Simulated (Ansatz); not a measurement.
**C3H10AlO (SMILES C[CH2][Al]([CH3])[OH2+]) (charge +1): density, localisation and related maps**

Input

```
crystal:
  periodic: [false, false, false]
  atoms:
    - symbol: C
      position_ang: [-1.065966, 2.367007, -0.051369]
    - symbol: C
      position_ang: [-1.432153, 0.874179, -0.212163]
    - symbol: C
      position_ang: [0.595242, -2.126868, -1.130808]
    - symbol: Al
      position_ang: [0.017074, -0.326426, -0.716954]
    - symbol: O
      position_ang: [1.569106, 0.822235, -0.865991]
    - symbol: H
      position_ang: [-0.321066, 2.529082, 0.738511]
    - symbol: H
      position_ang: [-0.692006, 2.805707, -0.985576]
    - symbol: H
      position_ang: [-1.946940, 2.951928, 0.232022]
    - symbol: H
      position_ang: [-1.868209, 0.489632, 0.721290]
    - symbol: H
      position_ang: [-2.230067, 0.759460, -0.960198]
    - symbol: H
      position_ang: [0.998032, -2.204942, -2.148629]
    - symbol: H
      position_ang: [-0.247355, -2.824100, -1.058656]
    - symbol: H
      position_ang: [1.370992, -2.478619, -0.438902]
    - symbol: H
      position_ang: [1.526833, 1.784609, -0.702228]
    - symbol: H
      position_ang: [2.479523, 0.563255, -1.103476]
basis:
  gaussian:
    orbitals: def2-SVPD
total_charge: 1
magnetization:
  spin_polarized: false
  initial_magnetization: 0
hamiltonian:
  xc: {name: PBE0}
output: {forces: true, orbitals: {seedname: orbitals}}
```

Run with:

```sh
ansatz run input.yaml --threads 2 --pin off --max-ram 4350MiB --events-out events.jsonl --progress --plain --runs-dir runs
```

Geometry: B3LYP/6-31G*.

All numbers below come from isolated molecule in a Gaussian basis; Kohn-Sham density functional theory, functional PBE0 (Ansatz).

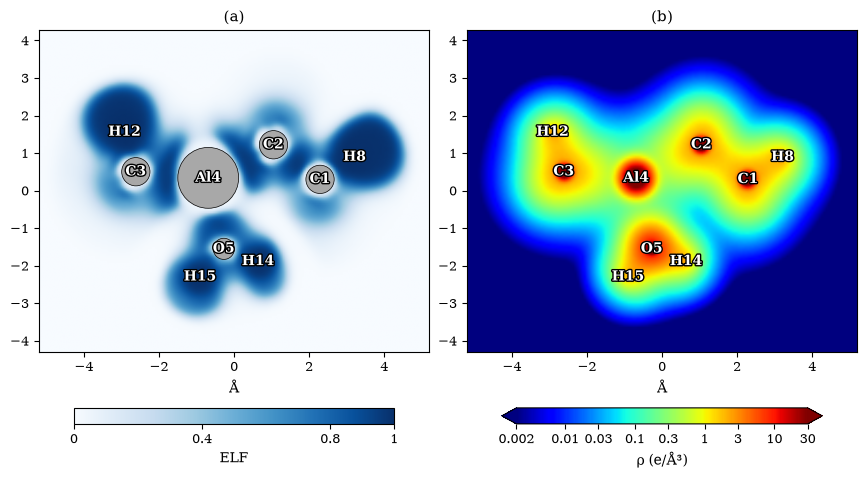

Figure 1. (a) electron localisation function; (b) total electron density on the plane of atoms Al4, O5 and H15. Grey discs cover the atomic cores in the ELF map.

Interpret the plot.

Answer. Atoms in the plane: C, Al, O and H.
C–C (1.55 Å): ρ is about 1.5 e/Å³ halfway; the ELF peaks at about 0.95 between the atoms (a shared electron pair).
C–Al (1.94 Å): ρ at the midpoint is about 0.75 e/Å³; the ELF peaks at about 0.95 between the atoms; a shared but strongly polarised pair.
Al–O (1.94 Å): ρ is about 0.46 e/Å³ halfway; the ELF peaks at about 0.90 in the valence shell of O, 0.6 Å from its nucleus, and is about 0.40 at the midpoint.
O–H (0.98 Å): ρ is about 3.7 e/Å³ halfway; the ELF climbs to about 1 towards the hydrogen, as it does in any bond to H; an ordinary covalent bond to hydrogen.
C–H (1.09 Å): the density is about 2 e/Å³ at the midpoint; the ELF climbs to about 1 towards the hydrogen (a covalent bond by its length).

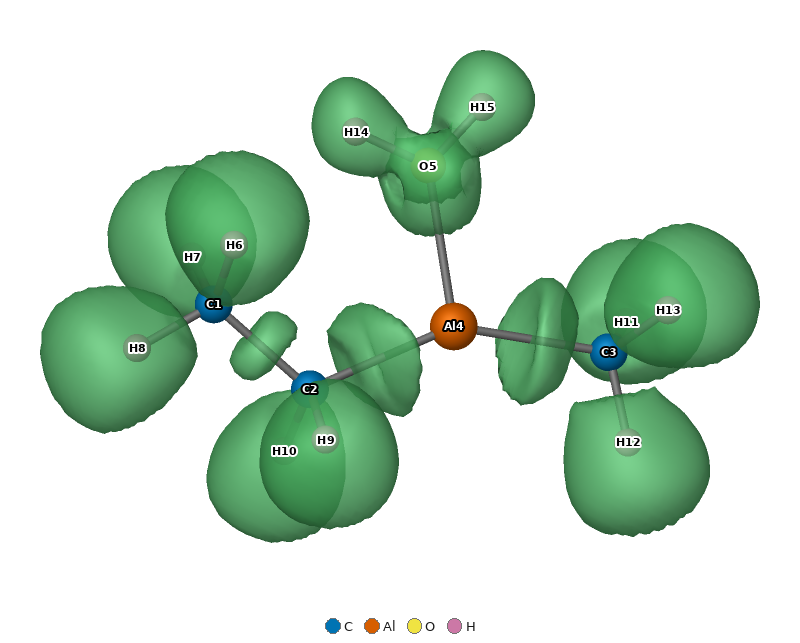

Figure 2. Isosurface of the ELF at 0.8 (green), seen at a tilt. Only the valence region is drawn (cores and ρ < 0.01 e/Å³ removed).

What do the ELF domains correspond to?

Answer. The surface consists of two regions between bonded Al–C atoms (shared pairs), one region between bonded C–C atoms (shared pairs), eight regions around hydrogen nuclei and one joined region spread over several atoms (H, O), in which their bonds and any lone pairs are merged.

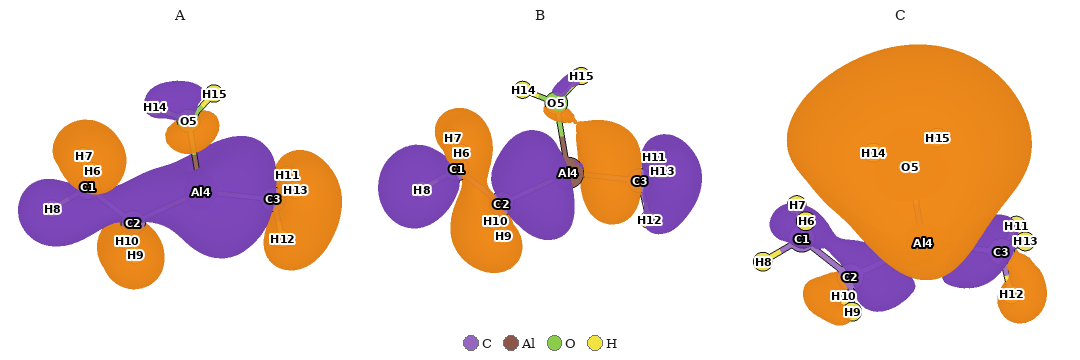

Figure 3. Three frontier orbitals at ±0.05 Å⁻³ᐟ² (orange and purple are the two phases), in no order.

Order the three orbitals by energy and name them.

Answer. A is the HOMO−1 (−13.98 eV). By Hirshfeld shares it lies mainly on C3 (about 30 %), Al4 (about 20 %), C1 (about 10 %) and C2 (about 10 %). B is the HOMO (−12.33 eV). It lies mainly on C2 (about 30 %), Al4 (about 20 %), C3 (about 15 %), C1 (about 10 %) and H8 (about 5 %). C is the LUMO (−5.26 eV). Its weight (Hirshfeld) is mainly on Al4 (about 25 %), H15 (about 25 %), H14 (about 20 %) and O5 (about 15 %).

What is the HOMO–LUMO gap?

Answer. 7.07 eV between the orbital energies.
